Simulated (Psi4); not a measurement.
# BHLYP/cc-pVDZ run of CH6O2Si (SMILES C[SiH](O)O)

Aim: the vertical ionisation energy of CH6O2Si at BHLYP/cc-pVDZ, from 2 runs. 

The calculation is run with Psi4 1.11.

1 further run of the same task is left out (set aside as unsound or not needed).

**1. Starting point**

CH6O2Si: 10 atoms, total charge 0, spin state singlet. As SMILES, `C[SiH](O)O`. The shape is that of a PBE0-D4/def2-TZVP optimisation. This is one conformer, not always the lowest.

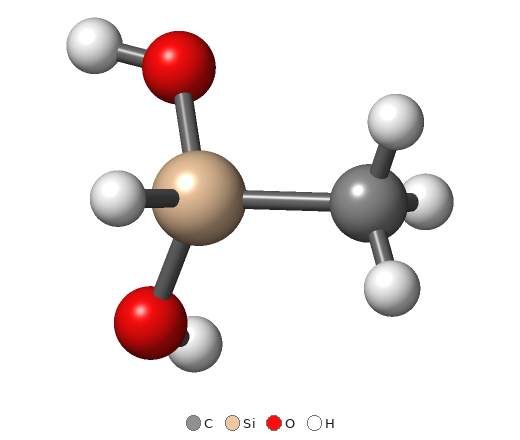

The structure, seen from a chosen angle (carbon grey, silicon light orange, oxygen red, hydrogen white).

**2. Energy and forces at BHLYP/cc-pVDZ**

Input file job.py:

```python
import psi4

psi4.set_memory('1600 MB')
psi4.set_num_threads(1)
psi4.core.set_output_file('ch6o2si.out', False)

molecule = psi4.geometry("""
C     -1.293000     0.347800    -0.146400
Si     0.517500     0.180000     0.206800
O      0.650400    -1.156000     1.160800
O      1.425000     0.058500    -1.161600
H     -1.681100    -0.549800    -0.635600
H     -1.853400     0.489100     0.780800
H     -1.484400     1.203800    -0.797400
H      1.088600     1.369900     0.884700
H      1.521500    -1.366900     1.499800
H      1.192100    -0.627600    -1.788900
symmetry c1
no_reorient
no_com
""")

psi4.set_options(dict(puream=True, e_convergence=1e-09, d_convergence=1e-08, scf_type='pk', dft_radial_points=99, dft_spherical_points=590))

E, wfn = psi4.gradient("bhhlyp/cc-pVDZ", return_wfn=True)
psi4.oeprop(wfn, "DIPOLE", "QUADRUPOLE", "MULLIKEN_CHARGES")
print('gradient / Eh bohr^-1')
print(E.np.round(6))
print(f'energy = {wfn.energy():.10f} Eh')
```

Run with:

```console
python job.py
```

ch6o2si.out:

```text
[...]
  Running in c1 symmetry.
[...]
  Nuclear repulsion =  183.964371714482041
[...]
  Multiplicity = 1
[...]
  Nalpha       = 21
  Nbeta        = 21
[...]
    Number of basis functions: 90
[...]
   @RKS iter   1:  -481.34466072440711   -4.69179e-01   9.51552e-03 ADIIS/DIIS
[...]
   @RKS iter  11:  -481.65267987040977   -4.60432e-12   4.64744e-09 DIIS
[...]
  @RKS Final Energy:  -481.65267987040977
   => Energetics <=
    Nuclear Repulsion Energy =            183.9643717144820414
    One-Electron Energy =               -1029.7630482960216796
    Two-Electron Energy =                 387.8469206056849998
    DFT Exchange-Correlation Energy =     -23.7009238945550891
    Empirical Dispersion Energy =           0.0000000000000000
    VV10 Nonlocal Energy =                  0.0000000000000000
    Total Energy =                       -481.6526798704097700
[...]
  -Total Gradient:
     Atom            X                  Y                   Z
    ------   -----------------  -----------------  -----------------
       1        0.001743153177    -0.000229987973     0.000614376878
       2        0.007312884731    -0.015041648144    -0.006053367778
       3       -0.005000680841     0.014300541364    -0.010088230087
       4       -0.008278593652     0.004355366740     0.015956268112
       5        0.000385226146     0.000957407937     0.000569308034
       6        0.000521807869    -0.000180301556    -0.001023869557
       7        0.000343277909    -0.001001097992     0.000717964815
       8        0.000393245334     0.000379115098     0.000506828809
       9        0.003326168443    -0.000871875129     0.001208595035
      10       -0.000749987786    -0.002665671887    -0.002412296834
[...]
 Multipole Moments:
 ------------------------------------------------------------------------------------
     Multipole            Electronic (a.u.)      Nuclear  (a.u.)        Total (a.u.)
 ------------------------------------------------------------------------------------
 L = 1.  Multiply by 2.5417464519 to convert [e a0] to [Debye]
 Dipole X            :        -28.1459938           28.1068415           -0.0391523
 Dipole Y            :          6.5755781           -6.9063821           -0.3308039
 Dipole Z            :         -3.8604548            3.6921469           -0.1683079
 Magnitude           :                                                    0.3732180
 L = 2.  Multiply by 1.3450342976 to convert [e a0^2] to [Debye ang]
 Quadrupole XX       :       -190.4599763          167.1090126          -23.3509637
 Quadrupole XY       :         32.2806925          -35.1675202           -2.8868278
[...]
```

Standard output:

```text
gradient / Eh bohr^-1
[[ 0.001743 -0.00023   0.000614]
 [ 0.007313 -0.015042 -0.006053]
 [-0.005001  0.014301 -0.010088]
 [-0.008279  0.004355  0.015956]
 [ 0.000385  0.000957  0.000569]
 [ 0.000522 -0.00018  -0.001024]
 [ 0.000343 -0.001001  0.000718]
 [ 0.000393  0.000379  0.000507]
 [ 0.003326 -0.000872  0.001209]
 [-0.00075  -0.002666 -0.002412]]
energy = -481.6526798704 Eh
```

It took 60 s on 1 thread of Intel Xeon Platinum 8259CL at 2.50GHz (Skylake/Cascade Lake), shared host; peak memory 1.1 GiB.

**3. The doublet cation: the energy at UBHLYP/cc-pVDZ**

Input file calc.dat:

```
memory 1600 MB

molecule {
  1 2
  C     -1.293000     0.347800    -0.146400
  Si     0.517500     0.180000     0.206800
  O      0.650400    -1.156000     1.160800
  O      1.425000     0.058500    -1.161600
  H     -1.681100    -0.549800    -0.635600
  H     -1.853400     0.489100     0.780800
  H     -1.484400     1.203800    -0.797400
  H      1.088600     1.369900     0.884700
  H      1.521500    -1.366900     1.499800
  H      1.192100    -0.627600    -1.788900
  units angstrom
  symmetry c1
  no_reorient
  no_com
}

set {
  reference uks
  puream true
  e_convergence 1e-09
  d_convergence 1e-08
  scf_type pk
  dft_radial_points 99
  dft_spherical_points 590
  maxiter 100
}

e, wfn = energy("bhhlyp/cc-pVDZ", return_wfn=True)
oeprop(wfn, "MAYER_INDICES", "DIPOLE", "MULLIKEN_CHARGES", title="BHHLYP")
print_variables()
```

Run with:

```console
psi4 -i calc.dat -o calc.out -n 1
```

calc.out (excerpt; [...] marks lines left out):

```text
[...]
  Running in c1 symmetry.
[...]
  Nuclear repulsion =  183.964371714482041
[...]
  Multiplicity = 2
[...]
  Nalpha       = 21
  Nbeta        = 20
[...]
    Number of basis functions: 90
[...]
   @UKS iter   1:  -480.97302078029190   -9.75391e-02   8.67226e-03 DIIS/ADIIS
[...]
   @UKS iter  22:  -481.25141940633694   -5.76392e-11   9.44069e-09 DIIS
[...]
   @S^2 Observed:                7.646493721E-01
[...]
  @UKS Final Energy:  -481.25141940633694
   => Energetics <=
    Nuclear Repulsion Energy =            183.9643717144820414
    One-Electron Energy =               -1019.1679478383343849
    Two-Electron Energy =                 377.4525256720681909
    DFT Exchange-Correlation Energy =     -23.5003689545527585
    Empirical Dispersion Energy =           0.0000000000000000
    VV10 Nonlocal Energy =                  0.0000000000000000
    Total Energy =                       -481.2514194063369359
[...]
 Multipole Moments:
 ------------------------------------------------------------------------------------
     Multipole            Electronic (a.u.)      Nuclear  (a.u.)        Total (a.u.)
 ------------------------------------------------------------------------------------
 L = 1.  Multiply by 2.5417464519 to convert [e a0] to [Debye]
 Dipole X            :        -28.0008700           28.1068415            0.1059715
 Dipole Y            :          7.0273617           -6.9063821            0.1209796
 Dipole Z            :         -3.8413036            3.6921469           -0.1491567
 Magnitude           :                                                    0.2193484
[...]
  Mulliken Charges: (a.u.)
   Center  Symbol    Alpha    Beta     Spin     Total
       1     C     3.28265  2.88246  0.40019 -0.16511
       2    SI     6.64031  6.63707  0.00323  0.72262
       3     O     4.19941  4.11388  0.08553 -0.31329
       4     O     4.25054  3.99796  0.25259 -0.24850
       5     H     0.42895  0.41635  0.01260  0.15470
       6     H     0.42538  0.41435  0.01102  0.16027
       7     H     0.42286  0.43006 -0.00720  0.14708
       8     H     0.57467  0.33586  0.23881  0.08946
       9     H     0.39010  0.38528  0.00481  0.22462
      10     H     0.38514  0.38672 -0.00158  0.22814
[...]
```

Run time: 81 s. Hardware: 1 thread of Intel Xeon Platinum 8259CL at 2.50GHz (Skylake/Cascade Lake), shared host; peak memory 1.1 GiB.

**4. Outcome**

Level: BHLYP/cc-pVDZ.

| quantity | value |
| --- | --- |
| singlet CH6O2Si: total energy | -481.65268 Eh |
| singlet CH6O2Si: dipole moment | 0.95 D |
| singlet CH6O2Si: HOMO energy | -9.72 eV |
| singlet CH6O2Si: LUMO energy | 2.25 eV |
| singlet CH6O2Si: HOMO–LUMO gap | 11.96 eV |
| singlet CH6O2Si: largest force on an atom | 0.951 eV/Å |
| doublet cation: total energy | -481.25142 Eh |
| doublet cation: HOMO energy (highest over α and β) | -16.11 eV |
| doublet cation: LUMO energy (lowest over α and β) | -12.12 eV |
| doublet cation: ⟨S²⟩ | 0.765 |
| vertical ionisation energy (to the doublet cation) | 10.919 eV |

The vertical ionisation energy comes to 10.92 eV (1054 kJ/mol). The largest force (singlet CH6O2Si) is 0.95 eV/Å: the shape isn't a stationary point for this species at this level. The negative HOMO energy of the first species, 9.72 eV, lies 1.20 eV below that difference. Mulliken charges (doublet cation) run from -0.31 on O3 to +0.72 on Si2; they depend strongly on the basis.
